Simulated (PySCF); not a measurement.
# C$_{4}$H$_{9}$ClSi (SMILES Cl[C@H]1CC[SiH2]C1): what the fields show

Input

```
{"job": {"kind": "nmr", "xc": "BP86", "basis": "pcSseg-1", "every": 2, "pop": false}, "charge": 0, "multiplicity": 1}
Cl    -1.700601     1.908840    -0.951673
C     -0.854880     0.923634     0.292049
C     -1.179841    -0.562937     0.056032
C      0.080703    -1.428783     0.128175
Si     1.461188    -0.316317    -0.559001
C      0.647554     1.210069     0.236956
H     -1.277293     1.267942     1.239147
H     -1.933833    -0.899340     0.770446
H     -1.609635    -0.666544    -0.941401
H     -0.076840    -2.361271    -0.408522
H      0.296366    -1.692679     1.164695
H      1.488011    -0.263562    -2.021019
H      2.786692    -0.603056    -0.010313
H      0.837990     2.145717    -0.283206
H      1.018367     1.342866     1.254238
```

Run with:

```sh
OMP_NUM_THREADS=1 python ens_run.py task.json out
```

Geometry: GFN2-xTB, coordinate held.

Level of theory: PySCF, BP86/pcSseg-1, SCF density, gas phase, non-relativistic.

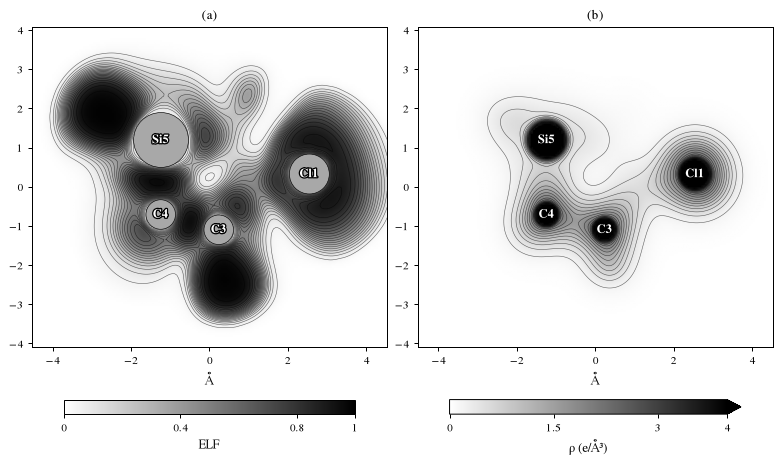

Figure 1. (a) electron localisation function; (b) electron density on the plane of atoms C3, C4 and Si5. Grey discs cover the atomic cores in the ELF map.

### What does the map show?

The plane passes through Cl, C and Si nuclei. C–C (1.53 Å): the density is about 1.6 e/Å³ at the midpoint; the ELF peaks at about 0.95 between the atoms: localised, covalent bonding. C–Si (1.90 Å): ρ is about 0.9 e/Å³ halfway; the ELF peaks at about 0.95 between the atoms: localised, covalent bonding. The ELF also peaks beside Cl1, away from the bonds: lone-pair regions.

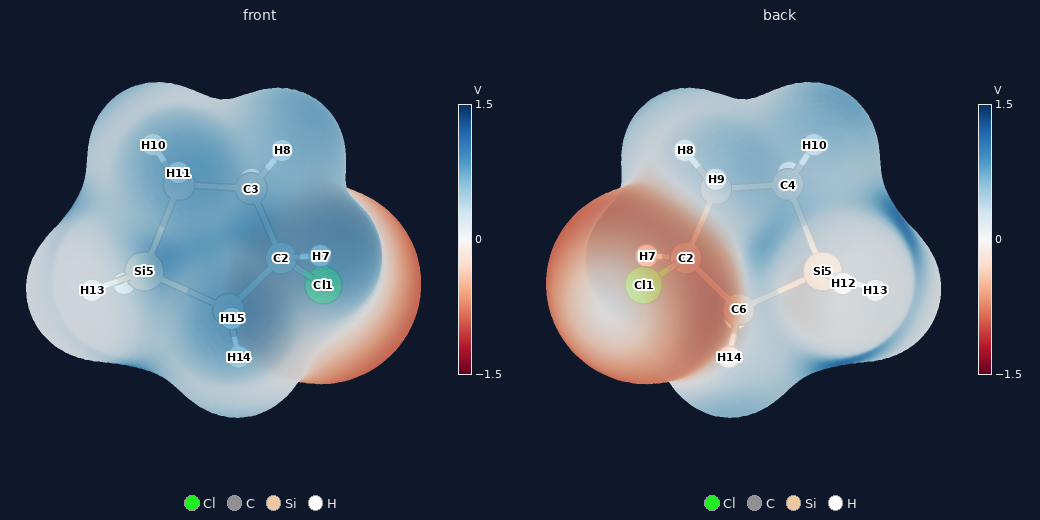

Figure 2. The molecular electrostatic potential painted on the density surface at 0.002 e/bohr³, seen from the front and from behind; red is negative and blue positive.

### Where is the surface potential most negative and most positive?

The most negative region (about −0.8 V) lies over Cl1, the most positive (about +1.1 V) over Si5.

### What dipole moment does the calculation give?

Its dipole moment is 2.14 D.
